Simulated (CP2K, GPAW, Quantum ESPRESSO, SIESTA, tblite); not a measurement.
# Twisted graphene bilayer, 32.20° (156 atoms): other programs against plane waves

One geometry of twisted graphene bilayer, 32.20° (156 atoms) is solved by several programs and methods. How far do their forces lie from a plane-wave PBE run?

Results are calculated, not measured.

### Step 1. The structure

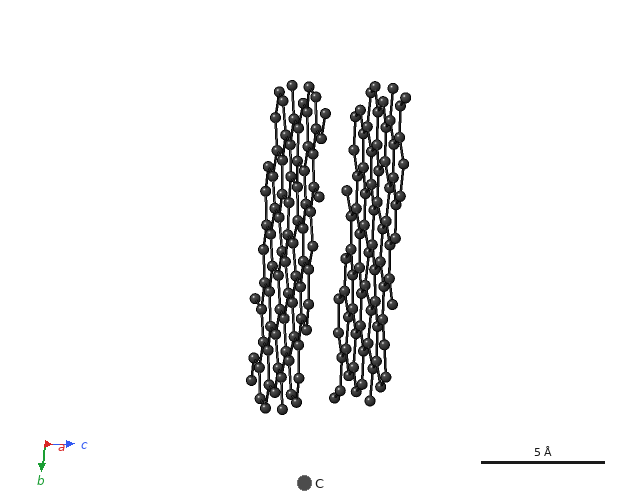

The cell (carbon dark grey). Some periodic images of atoms are drawn too.

The cell holds 156 atoms (156 C), with edges of 15.36, 15.36 and 15.53 Å. Recipe: graphene (a = 2.46 Å) under graphene (a = 2.46 Å), bilayer, commensurate cell of 39 unit cells a layer, twist 32.20 deg; facing planes 3.53 Å apart as built; 12 Å of vacuum; minimised with a classical potential. Then every atom was moved at random, 0.03 Å r.m.s. a Cartesian component.

### Step 2. The reference input

Quantum ESPRESSO 7.5: Kohn-Sham DFT, PBE, SSSP efficiency 1.3.0 pseudopotentials, plane waves. Its input, pw.in:

```
&control
  calculation = 'scf'
  pseudo_dir = './pseudo'
  outdir = './tmp'
  disk_io = 'none'
  tprnfor = .true.
/
&system
  ibrav = 0
  nat = 156
  ntyp = 1
  ecutwfc = 45
  ecutrho = 360
  nosym = .true.
  occupations = 'smearing'
  smearing = 'fd'
  degauss = 0.003675
/
&electrons
  conv_thr = 7.8e-07
  electron_maxstep = 100
  mixing_beta = 0.2
  mixing_mode = 'local-TF'
  diagonalization = 'david'
/
ATOMIC_SPECIES
C 12.011 C.upf
CELL_PARAMETERS angstrom
15.36270 0.00000 0.00000
-7.68135 13.30449 0.00000
0.00000 0.00000 15.53000
ATOMIC_POSITIONS crystal
C 0.10509 0.69742 0.39062
C 0.12741 0.61449 0.38966
C 0.15477 0.87732 0.39034
C 0.18026 0.79760 0.39180
[... 150 atom lines left out ...]
C 0.94451 0.79344 0.60484
C 0.97154 0.89318 0.61196
K_POINTS gamma
```

```console
$ OMP_NUM_THREADS=1 mpirun -np 4 pw.x -in pw.in > output.txt
```

Wall time 11 min (4 MPI ranks of Arm Neoverse V1, shared host); peak memory 11 GiB; 45 min of CPU time.

It converged with an r.m.s. force component of 1.7 eV/Å.

### Step 3. The other programs

- CP2K 2026.2: Gaussian basis with GTH pseudopotentials and a plane-wave density; labels give functional, basis (MOLOPT sets; SR short-range, UZH the newer set with its own potentials), grid cutoff/relative cutoff and solver (OT: orbital transformation; TRS4, TC2, SIGN: linear-scaling purification with its sparsity filter), or its built-in tight binding.
- GPAW 26.7.0: PAW with atomic orbitals (LCAO), plane waves or a real-space grid of spacing h.
- SIESTA 5.4.2: numerical atomic orbitals, whose automatically made sets are far from complete, with PseudoDojo norm-conserving potentials that we converted to its format (checked against plane waves on the same files for H, C, O, Si, Ge and Ca alone); labels give functional, basis size, energy shift and mesh cutoff.
- tblite 0.8.0: extended tight binding, driven from Python.

All use the same cell and atoms, and the electronic-structure runs the same k-mesh.

### Step 4. Side by side

Differences are against the reference: forces as r.m.s. over components, share as that over the reference's r.m.s. force, slope as the fitted ratio of a run's forces to the reference's.

| run | Δ force, r.m.s. (meV/Å) | share (%) | slope | cores | CPU time | memory (GiB) |
| --- | --- | --- | --- | --- | --- | --- |
| reference | - | - | - | 4 | 45 min | 11 |
| CP2K PBE+D4, DZVP-MOLOPT-SR, 450/50 Ry, diagonalisation | 50.0 | 2.95 | 1.015 | 4 | 12 min | 8.2 |
| CP2K PBE, DZVP-MOLOPT-SR, 157/50 Ry, diagonalisation (coarse) | 48.0 | 2.83 | 1.016 | 4 | 9 min | 2.7 |
| CP2K PBE, DZVP-MOLOPT-SR, 450/30 Ry, diagonalisation (coarse) | 30.4 | 1.79 | 1.015 | 4 | 9.7 min | 8.1 |
| CP2K PBE, DZVP-MOLOPT-SR, 450/50 Ry, diagonalisation | 30.4 | 1.79 | 1.015 | 4 | 11 min | 8.1 |
| CP2K PBE, DZVP-MOLOPT-SR, 630/50 Ry, diagonalisation | 30.4 | 1.79 | 1.015 | 4 | 15 min | 13 |
| CP2K PBE, SZV-MOLOPT-SR, 450/50 Ry, diagonalisation (coarse) | 452 | 26.6 | 1.261 | 2 | 4.6 min | 6.2 |
| CP2K PBE, TZVP-MOLOPT, 450/50 Ry, diagonalisation | 12.1 | 0.714 | 1.004 | 4 | 1.7 h | 8.8 |
| CP2K SCAN, DZVP-UZH(SCAN), 600/50 Ry, diagonalisation | 61.1 | 3.60 | 1.018 | 2 | 49 min | 11 |
| GPAW PBE, LCAO dzp, h 0.2 Å | 124 | 7.29 | 1.059 | 2 | 6.5 min | 2.2 |
| GPAW PBE, LCAO dzp, h 0.22 Å (coarse) | 121 | 7.13 | 1.056 | 2 | 5.8 min | 1.9 |
| GPAW PBE, LCAO sz(dzp), h 0.2 Å (coarse) | 550 | 32.4 | 1.252 | 1 | 91 s | 1.2 |
| GPAW RPBE, LCAO dzp, h 0.2 Å | 138 | 8.13 | 1.066 | 2 | 6.5 min | 2.2 |
| SIESTA PBE, DZ, shift 0.01 Ry, mesh 300 Ry (coarse) | 271 | 16.0 | 1.147 | 2 | 2.5 min | 1.2 |
| SIESTA PBE, DZP, shift 0.01 Ry, mesh 300 Ry | 214 | 12.6 | 1.104 | 4 | 7.7 min | 2.2 |
| SIESTA PBE, SZP, shift 0.01 Ry, mesh 300 Ry (coarse) | 443 | 26.1 | 1.191 | 2 | 5.2 min | 1.6 |
| SIESTA PBEsol, DZP, shift 0.01 Ry, mesh 300 Ry | 239 | 14.1 | 1.113 | 4 | 7.7 min | 2.2 |
| tblite GFN1-xTB | 123 | 7.27 | 0.961 | 1 | 4 s | 0.14 |
| tblite GFN2-xTB | 134 | 7.88 | 0.952 | 1 | 8.6 s | 0.16 |

Rows marked coarse were listed beforehand as settings not expected to be converged; some can still land near the reference.

CPU time is summed over cores on shared hosts, so it is rough.

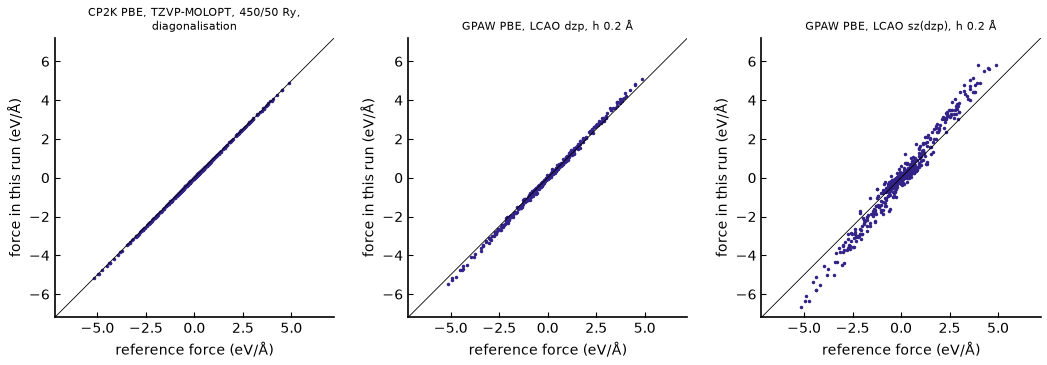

Force components against those of the reference; the line marks equality.

### Step 5. What came out

Forces lie from 0.71 % (CP2K PBE, TZVP-MOLOPT, 450/50 Ry, diagonalisation) to 32 % (GPAW PBE, LCAO sz(dzp), h 0.2 Å, coarse) of the reference's r.m.s. force of 1.7 eV/Å away from it. The PBE runs in local orbitals, coarse settings apart, differ by 0.71 % (CP2K PBE, TZVP-MOLOPT, 450/50 Ry, diagonalisation) to 13 % (SIESTA PBE, DZP, shift 0.01 Ry, mesh 300 Ry); basis, grid and potentials can all enter. Tight binding differs by 7.3 % (tblite GFN1-xTB) to 7.9 % (tblite GFN2-xTB); it is another model, with fitted parameters of its own, and the xTB methods hold dispersion. Rows with another functional or a dispersion term differ by 3.0 % (CP2K PBE+D4, DZVP-MOLOPT-SR, 450/50 Ry, diagonalisation) to 14 % (SIESTA PBEsol, DZP, shift 0.01 Ry, mesh 300 Ry), which mixes the change of model with differences of basis and potentials.

Runs with settings chosen to be coarse differ by 1.8 % (CP2K PBE, DZVP-MOLOPT-SR, 450/30 Ry, diagonalisation) to 32 % (GPAW PBE, LCAO sz(dzp), h 0.2 Å), their programs' other errors included. CP2K PBE, SZV-MOLOPT-SR, 450/50 Ry, diagonalisation stiffens the forces by a factor of 1.26 while following their directions (correlation 0.999); the slopes of the 8 CP2K runs lie between 1.00 and 1.26. From CP2K PBE, DZVP-MOLOPT-SR, 157/50 Ry, diagonalisation to the finer CP2K PBE, DZVP-MOLOPT-SR, 630/50 Ry, diagonalisation the share falls from 2.8 to 1.8 %. From GPAW PBE, LCAO dzp, h 0.22 Å to the finer GPAW PBE, LCAO dzp, h 0.2 Å the share goes from 7.13 to 7.29 %, so the grid isn't what parts these runs from the reference.

Caveats: Periodic xTB results under one method name differ between programs and library versions. The reference's PBE has no dispersion term, which matters for the binding between molecules or layers. The electronic-structure runs sample only Γ, in a cell whose shortest periodic width is 13 Å, which is coarse for a cell with partly filled levels. The slab repeats along its normal with no dipole correction. Where levels are smeared, the DFT runs use Fermi–Dirac occupations at 580 K (0.05 eV), and energies are free energies. The atoms were displaced at random, and shares hang on the size of the forces that this gives. The reference's cutoffs and mesh weren't converged further here.

[Logs are printed without paths, hosts, clocks, repeated set-up lines and the standing remarks that a program may print on its own settings, such as how far it seeks lower states.]

[Hosts, paths, dates, database ids (printed as entryN), source tags and the programs' standing remarks are cut or masked in the printed files.]

[Cells were taken only where this reference lay near another plane-wave run.]
